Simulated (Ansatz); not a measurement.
**Pressure series in CdS**

The parent structure is CdS in the zinc blende structure (space group F-43m, No. 216; a = 5.927 Å).

Cell and atoms are relaxed at each pressure.

Computed with PBE (Ansatz, a quantum-chemistry and plane-wave program, PAW, scalar-relativistic without spin-orbit coupling).

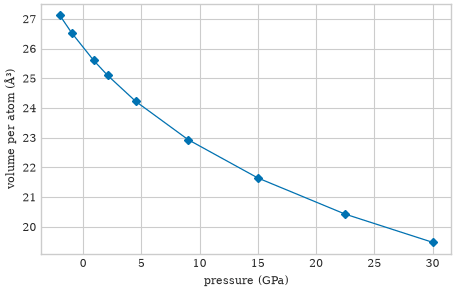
Fig. 1. Volume against pressure

**Question.** Estimate the zero-pressure bulk modulus from the plot.

**Answer.** About 54 GPa; a third-order Birch–Murnaghan fit to the points gives V₀ = 26.02 Å³/atom, B₀ = 54 GPa and B₀′ = 4.5.

Between the base and pressure 4.5 GPa the gap moves from 1.04 eV to 1.20 eV, a mean slope of 34 meV/GPa.

Load acts through the strain it causes; cell and atoms are relaxed under it. Stability against distortions was not tested. Tetrahedral semiconductors of this kind turn to denser phases somewhere between about 1 and 50 GPa; those were not computed, so compressed cells here can lie past the real transition.
